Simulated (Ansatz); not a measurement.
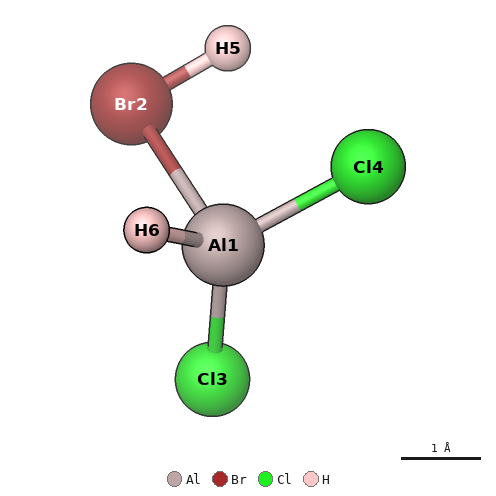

Orthographic view. Atoms fade into the background with distance from the viewer. The computed structure is the end point of a PBE0-D4/def2-TZVP optimisation.

Give the geometry as a Z-matrix, atoms in numerical order, with these reference atoms: 2 to 1; 3 to 1, 2; 4 to 1, 3, 2; 5 to 2, 1, 3; 6 to 1, 3, 4.

```
Al 
Br   1   2.756
Cl   1   2.100   2    98.9
Cl   1   2.114   3   116.5   2   -98.6
H    2   1.427   1    88.6   3  -117.5
H    1   1.566   3   119.9   4  -157.2
```
